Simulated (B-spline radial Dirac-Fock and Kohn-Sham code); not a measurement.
**Dy: core levels and X-ray properties**

Wanted for the free dysprosium atom: its X-ray form factor and Compton profile, the binding energy of each subshell and how cheaper methods do for the levels.

Method: a free atom or ion on a radial basis; each step names its model; computed with B-spline radial Dirac-Fock and Kohn-Sham code, version 3.

## 1. What is computed

The Dy atom, [Xe] 4f10 5d2 (not the ground configuration).

* nuclear charge: 66
* electrons: 66
* mass number: 164
* nuclear rms radius: 5.2218 fm

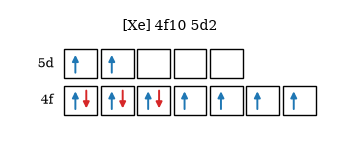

The shells outside the core; arrows follow Hund's rule for the drawing alone (heavy ions are jj-coupled), while the calculation averages over the configuration.

## 2. X-ray scattering functions

Model: Dirac-Fock average of configuration, finite nucleus; form factor of the spherical density, Waller-Hartree incoherent function, impulse-approximation Compton profiles.

Settings, as recorded:

```ini
task = scatter
Z = 66
charge = 0
configuration = 1s2 2s2 2p6 3s2 3p6 3d10 4s2 4p6 4d10 4f10 5s2 5p6 5d2
mass_number = 164
rms_radius = 5.2218  # fm
s = [0.0, 0.05, 0.1, 0.15, 0.2, 0.25, 0.3, 0.35, 0.4, 0.45, 0.5, 0.6, 0.7, 0.8, 0.9, 1.0, 1.1, 1.2, 1.4, 1.6, 1.8, 2.0, 2.5, 3.0, 3.5, 4.0, 5.0, 6.0]  # 1/A
pz = [0, 0.1, 0.2, 0.3, 0.4, 0.5, 0.6, 0.8, 1.0, 1.2, 1.4, 1.6, 1.8, 2.0, 2.5, 3.0, 4.0, 5.0, 7.0, 10.0, 15.0, 20.0, 30.0, 40.0, 60.0, 100.0]  # a.u.
photon_energy = [5000, 10000, 17479.3, 50000, 100000, 200000, 500000, 1000000]  # eV
```

Results of the run (chosen fields of its result record, rounded):

```text
{
  "status": "converged",
  "form_factor [e]": [66.0, 64.597, 61.829, 58.615, 55.117, 51.563, 48.151, 44.991, 42.114, 39.506, 37.134, 32.964, 29.405, 26.37, 23.82, 21.716, 20.006, 18.619, 16.52, 14.914, 13.493, 12.141, 9.1158, 6.9786, 5.722, 4.9964, 4.059, 3.2353],
  "incoherent": [-1.4189e-12, 1.8614, 4.4745, 7.1251, 9.7882, 12.304, 14.646, 16.823, 18.831, 20.668, 22.347, 25.346, 28.022, 30.475, 32.745, 34.863, 36.847, 38.701, 41.996, 44.717, 46.924, 48.733, 52.169, 54.694, 56.651, 58.204, 60.475, 61.988],
  "compton_total [1/a.u.]": [9.5762, 9.5588, 9.467, 9.2057, 8.796, 8.3372, 7.8884, 7.0632, 6.3284, 5.6958, 5.1809, 4.7796, 4.4709, 4.2273, 3.7539, 3.3237, 2.4872, 1.8264, 1.1043, 0.65876, 0.31939, 0.17142, 0.06241, 0.028153, 0.0084604, 0.0014825],
  "shells": ["1s1/2", "2s1/2", "2p1/2", "2p3/2", "3s1/2", "3p1/2", "3p3/2", "3d3/2", "3d5/2", "4s1/2", "4p1/2", "4p3/2", "4d3/2", "4d5/2", "4f5/2", "4f7/2", "5s1/2", "5p1/2", "5p3/2", "5d3/2", "5d5/2"],
  "occupation": [2.0, 2.0, 2.0, 4.0, 2.0, 2.0, 4.0, 4.0, 6.0, 2.0, 2.0, 4.0, 4.0, 6.0, 4.2857, 5.7143, 2.0, 2.0, 4.0, 0.8, 1.2],
  "mean_momentum [a.u.]": [65.357, 23.315, 30.931, 28.185, 11.71, 13.991, 13.177, 15.814, 15.517, 5.8848, 6.5734, 6.227, 6.7093, 6.5819, 5.8141, 5.7282, 2.1491, 2.2065, 2.0387, 0.89885, 0.87087],
  "r2 [bohr^2]": 90.178,
  "r_inverse [1/bohr]": 454.52,
  "r1 [bohr]": 44.646,
  "coherent [b]": [1743.7, 1006.7, 544.32, 126.17, 40.47, 11.738, 2.0895, 0.53992],
  "incoherent_cross_section [b]": [8.2506, 14.12, 19.693, 27.709, 28.309, 25.22, 18.726, 13.837],
  "radial_jk": {
    "4f": {"j0": [1.0, 0.9829, 0.9347, 0.86312, 0.77728, 0.68531, 0.59336, 0.50562, 0.42461, 0.35167, 0.28725, 0.1833, 0.10865, 0.057367, 0.02363, 0.0025246, -0.0098046, -0.016237, -0.019096, -0.016135, -0.011858, -0.0080079, -0.002273, -0.00034395, 0.00012208, 0.00016736, 8.0365e-05, 2.8846e-05], "j2": [0.0, 0.0067925, 0.025427, 0.051706, 0.080965, 0.10944, 0.13465, 0.15528, 0.17086, 0.18146, 0.18747, 0.1881, 0.17776, 0.16097, 0.14121, 0.12085, 0.10139, 0.083681, 0.054709, 0.034122, 0.020347, 0.011541, 0.0018899, -0.00032159, -0.00055496, -0.0004043, -0.00014244, -4.3997e-05], "j4": [0.0, 3.494e-05, 0.00049817, 0.0021264, 0.005465, 0.010622, 0.017345, 0.02519, 0.033666, 0.042314, 0.050746, 0.065842, 0.077478, 0.085184, 0.089138, 0.089866, 0.088026, 0.084284, 0.073397, 0.060816, 0.048668, 0.037981, 0.019041, 0.009033, 0.004197, 0.0019447, 0.00042377, 9.1258e-05], "j6": [0.0, 2.197e-07, 1.164e-05, 0.00010105, 0.00041177, 0.0011104, 0.0023209, 0.0040958, 0.0064207, 0.009233, 0.012441, 0.019625, 0.027146, 0.034312, 0.040629, 0.045805, 0.049716, 0.052361, 0.054246, 0.052589, 0.048655, 0.043512, 0.029852, 0.018871, 0.011465, 0.0068606, 0.0024709, 0.00093151], "r2": 0.94332, "r4": 2.8153, "r6": 23.549},
    "5d": {"j0": [1.0, 0.64814, 0.24485, 0.075888, 0.014627, -0.0064441, -0.011412, -0.0099369, -0.0063452, -0.0026047, 0.00046988, 0.0039445, 0.0045916, 0.0037706, 0.0025007, 0.0013323, 0.00047931, -3.2172e-05, -0.00028937, -4.4786e-05, 0.00027872, 0.00050279, 0.00054573, 0.00028462, 6.9833e-05, -3.6908e-05, -6.9722e-05, -4.2032e-05], "j2": [0.0, 0.12257, 0.18506, 0.14689, 0.10092, 0.066253, 0.041856, 0.025057, 0.013791, 0.0065338, 0.0021391, -0.0013394, -0.0012993, -0.00016719, 0.00095842, 0.0016974, 0.0020116, 0.0019943, 0.0014385, 0.00075474, 0.00025778, -1.7087e-06, -8.6493e-06, 0.00019975, 0.00029537, 0.0002836, 0.0001638, 7.3058e-05], "j4": [0.0, 0.012215, 0.061161, 0.084723, 0.080974, 0.068748, 0.055826, 0.044261, 0.034405, 0.026193, 0.01947, 0.0098178, 0.0041082, 0.0011218, -0.00013983, -0.00041676, -0.00020971, 0.00017194, 0.00085895, 0.0011453, 0.0010874, 0.00085378, 0.00023847, -1.3306e-05, -1.0755e-05, 6.3623e-05, 0.00015394, 0.00014549], "r2": 25.784, "r4": 1564.4, "r6": 169800.0}
  }
}
```

The scattering functions against s = sin θ / λ:

```csv
s (1/Å),f (e),f / N,S(s)
0,66.00,1.000,0
0.100,61.83,0.937,4.475
0.200,55.12,0.835,9.788
0.300,48.15,0.730,14.65
0.400,42.11,0.638,18.83
0.500,37.13,0.563,22.35
0.700,29.41,0.446,28.02
0.900,23.82,0.361,32.75
1.10,20.01,0.303,36.85
1.40,16.52,0.250,42.00
1.80,13.49,0.204,46.92
2.50,9.116,0.138,52.17
3.50,5.722,0.087,56.65
5.00,4.059,0.061,60.48
```

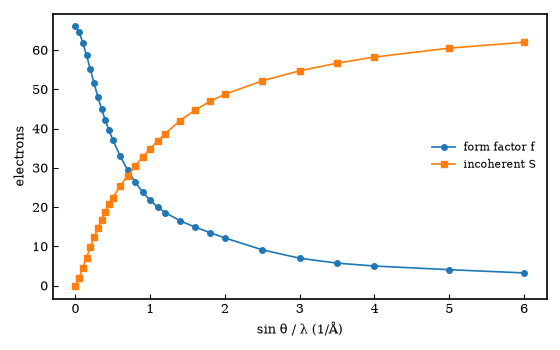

Form factor and incoherent scattering function.

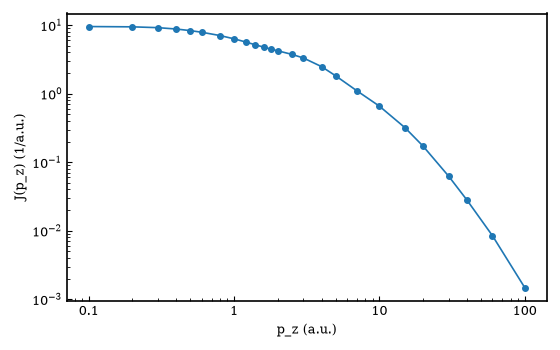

Compton profile, summed over all shells.

## 3. Core and valence levels

Model: Dirac-Fock average of configuration, Delta-SCF, finite nucleus, first-order Breit with its frequency dependence, self-energy and vacuum polarisation.

Settings, as recorded:

```ini
task = binding
```

Results of the run (chosen fields of its result record, rounded):

```text
{
  "status": "converged",
  "shells": ["K", "L1", "L2", "L3", "M1", "M2", "M3", "M4", "M5", "N1", "N2", "N3", "N4", "N5", "N6,7", "O1", "O2", "O3", "O4,5"],
  "total_energy_parts [Ha]": [-12161.3175, 12.8956666, -1.35856973, -0.184828236, 9.09749168, -1.46278477],
  "koopmans [eV]": [54108.2, 9130.91, 8662.64, 7860.33, 2084.21, 1880.07, 1710.25, 1364.25, 1327.6, 436.399, 354.25, 315.992, 179.8, 172.715, 11.9661, 58.6747, 34.2488, 29.3162, 2.62214],
  "dirac_coulomb [eV]": [54023.5, 9079.55, 8607.22, 7807.17, 2054.02, 1849.09, 1680.38, 1332.19, 1295.96, 421.657, 339.849, 302.406, 166.982, 160.194, 2.41416, 53.8457, 30.0707, 25.4961, 2.02037],
  "gaunt [eV]": [-172.3, -17.8905, -31.1227, -21.8721, -3.04581, -5.50681, -3.65425, -2.20197, -1.41812, -0.620099, -1.10639, -0.678767, -0.27813, -0.124243, 0.112905, -0.086975, -0.119559, -0.0634796, 0.00124455],
  "retardation [eV]": [12.8766, 1.40439, 3.42918, 3.42088, 0.218065, 0.589572, 0.59203, 0.198072, 0.193526, 0.0506904, 0.127108, 0.124243, 0.0280867, 0.0273016, -0.018033, 0.00676592, 0.0132081, 0.0123508, -0.000202775],
  "breit_frequency [eV]": [2.25262, -0.197501, -0.0066279, 0.984262, -0.0503783, -0.044805, 0.18988, -0.0225696, -0.00225269, -0.0118052, -0.0119048, 0.0413537, -0.00529564, -0.0011694, -0.00195584, -0.00176458, -0.00170188, 0.00482621, -6.20685e-05],
  "self_energy [eV]": [-98.0641, -13.3758, 0.300177, -0.796019, -2.9889, 0.0129742, -0.194957, 0.222992, 0.119441, -0.698323, 0.00575899, -0.0400148, 0.0440605, 0.0243274, 0.0174188, -0.107477, 0.00129953, -0.00361198, 0.000185298],
  "vacuum_polarisation [eV]": [16.5114, 2.09832, 0.0344487, -0.0859476, 0.453494, 0.00767107, -0.0218498, -0.0229274, -0.0220093, 0.106077, 0.00168251, -0.00511592, -0.0046295, -0.00443531, -0.00189963, 0.0163216, 0.000182689, -0.00073078, -1.17425e-05],
  "binding [eV]": [53784.8, 9051.59, 8579.85, 7788.82, 2048.6, 1844.15, 1677.29, 1330.37, 1294.83, 420.484, 338.865, 301.848, 166.766, 160.115, 2.5226, 53.6726, 29.9642, 25.4454, 2.02152],
  "mean_radius [bohr]": [0.0211144, 0.0891443, 0.0744618, 0.0814764, 0.233346, 0.223413, 0.236538, 0.209446, 0.213541, 0.53041, 0.541922, 0.570703, 0.6056, 0.616439, 0.847333, 1.3342, 1.5022, 1.60699, 4.5017]
}
```

total_energy_parts: Dirac-Coulomb, Gaunt, retardation, frequency dependence, self-energy, vacuum polarisation. 

The binding energies by parts, in eV; the parts add up.

```csv
level,-ε,relaxation,Breit,QED,binding
K (1s),54108.2,-84.70,-157.17,-81.55,53784.8
L1 (2s),9130.9,-51.35,-16.68,-11.28,9051.6
L2 (2p1/2),8662.6,-55.42,-27.70,0.33,8579.9
L3 (2p3/2),7860.3,-53.16,-17.47,-0.88,7788.8
M1 (3s),2084.2,-30.19,-2.88,-2.54,2048.6
M2 (3p1/2),1880.1,-30.97,-4.96,0.02,1844.2
M3 (3p3/2),1710.3,-29.87,-2.87,-0.22,1677.3
M4 (3d3/2),1364.3,-32.06,-2.03,0.20,1330.4
M5 (3d5/2),1327.6,-31.64,-1.23,0.10,1294.8
N1 (4s),436.4,-14.74,-0.58,-0.59,420.5
N2 (4p1/2),354.3,-14.40,-0.99,0.01,338.9
N3 (4p3/2),316.0,-13.59,-0.51,-0.05,301.8
N4 (4d3/2),179.8,-12.82,-0.26,0.04,166.8
N5 (4d5/2),172.7,-12.52,-0.10,0.02,160.1
"N6,7 (4f)",11.97,-9.55,0.09,0.02,2.52
O1 (5s),58.67,-4.83,-0.08,-0.09,53.67
O2 (5p1/2),34.25,-4.18,-0.11,0.00,29.96
O3 (5p3/2),29.32,-3.82,-0.05,0.00,25.45
"O4,5 (5d)",2.62,-0.60,0.00,0.00,2.02
```

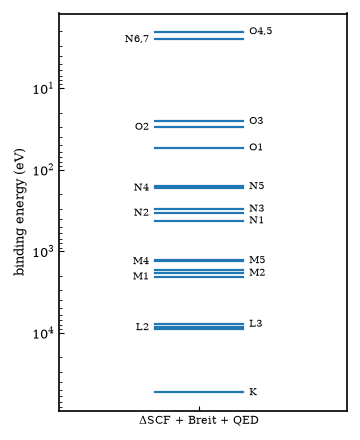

The levels on a logarithmic scale.

X-ray lines as differences of these levels:

```csv
line,energy (eV)
Kβ2' (K-N3),53482.9
Kβ2'' (K-N2),53445.9
Kβ1 (K-M3),52107.5
Kβ3 (K-M2),51940.6
Kα1 (K-L3),45995.9
Kα2 (K-L2),45204.9
Lγ4 (L1-O3),9026.1
Lγ3 (L1-N3),8749.7
Lγ2 (L1-N2),8712.7
Lγ1 (L2-N4),8413.1
Lγ5 (L2-N1),8159.4
Lβ7 (L3-O1),7735.2
Lβ2 (L3-N5),7628.7
Lβ15 (L3-N4),7622.1
```

## 4. Dirac PBE, for comparison

Model: Dirac-Kohn-Sham PBE, finite nucleus, spherical and without spin polarisation.

Settings, as recorded:

```ini
task = binding-ladder
method = pbe,pbe
relativity = dirac
```

Results of the run (chosen fields of its result record, rounded):

```text
{
  "status": "converged",
  "shells": ["K", "L1", "L2", "L3", "M1", "M2", "M3", "M4", "M5", "N1", "N2", "N3", "N4", "N5", "N6,7", "O1", "O2", "O3", "O4,5"],
  "minus_eigenvalue [eV]": [53589.9, 8918.73, 8482.89, 7682.69, 1984.56, 1794.28, 1628.09, 1300.81, 1264.52, 391.826, 316.731, 279.587, 155.886, 149.157, 2.17166, 47.7476, 27.6684, 23.0449, 0.892971],
  "delta_scf [eV]": [54062.7, 8999.74, 8587.77, 7775.5, 2004.79, 1816.21, 1648.06, 1325.56, 1288.54, 398.857, 323.676, 286.264, 162.316, 155.51, 7.33491, 51.7818, 31.4137, 26.6325, 3.07161],
  "total_energy [Ha]": -12166.9473,
  "dirac_fock_binding [eV]": [53784.8, 9051.59, 8579.85, 7788.82, 2048.6, 1844.15, 1677.29, 1330.37, 1294.83, 420.484, 338.865, 301.848, 166.766, 160.115, 2.5226, 53.6726, 29.9642, 25.4454, 2.02152]
}
```

Against the Dirac-Fock value with Breit and QED (eV):

```csv
level,-ε,miss,ΔSCF,miss,Dirac-Fock
K,53589.9,-194.9,54062.7,+277.9,53784.8
L1,8918.7,-132.9,8999.7,-51.9,9051.6
L2,8482.9,-97.0,8587.8,+7.9,8579.9
L3,7682.7,-106.1,7775.5,-13.3,7788.8
M1,1984.6,-64.0,2004.8,-43.8,2048.6
M2,1794.3,-49.9,1816.2,-27.9,1844.2
M3,1628.1,-49.2,1648.1,-29.2,1677.3
M4,1300.8,-29.6,1325.6,-4.8,1330.4
M5,1264.5,-30.3,1288.5,-6.3,1294.8
N1,391.8,-28.7,398.9,-21.6,420.5
N2,316.7,-22.1,323.7,-15.2,338.9
N3,279.6,-22.3,286.3,-15.6,301.8
N4,155.9,-10.9,162.3,-4.5,166.8
N5,149.2,-11.0,155.5,-4.6,160.1
"N6,7",2.17,-0.4,7.33,+4.8,2.52
O1,47.75,-5.9,51.78,-1.9,53.67
O2,27.67,-2.3,31.41,+1.4,29.96
O3,23.04,-2.4,26.63,+1.2,25.45
"O4,5",0.89,-1.1,3.07,+1.1,2.02
```

## 5. Cost and miss of the cheaper method

| method | level | eigenvalue miss (%) | ΔSCF miss (%) | time |
| --- | --- | --- | --- | --- |
| Dirac PBE | K | -0.36 | +0.52 | 17 s |
| Dirac-Fock + Breit + QED | all | - | reference | 22 s |

Times cover the ground state and all hole states of a step, on one thread of a shared host; states solved in an earlier step are reused, and a first call can include compiling.

## 6. Summary of results

```
                        quantity                 value
rms radius of the electron cloud             1.17 bohr
           form factor halves at              0.60 1/Å
         Compton profile at zero          9.576 1/a.u.
    deepest level listed, K (1s)            53784.8 eV
          least bound, O4,5 (5d)               2.02 eV
                             Kα1            45995.9 eV
 Dirac PBE, K: eigenvalue / ΔSCF  53589.9 / 54062.7 eV
```

**Reading.** f falls from 66 to half of that at s = 0.60 1/Å. Incoherent scattering outweighs coherent from 200 keV on, among the energies asked. For K (1s), relaxation takes off 84.7 eV, Breit terms shift it by -157.17 and QED by -81.55 eV. Dirac PBE misses the K level by -0.4 % with its eigenvalue and by +0.5 % with ΔSCF. Breit and QED terms, which only the reference holds, shift this level by tenths of a per cent, so the eigenvalue's nearness can be cancellation. The Hartree-Fock and Dirac-Fock values hold no electron correlation.
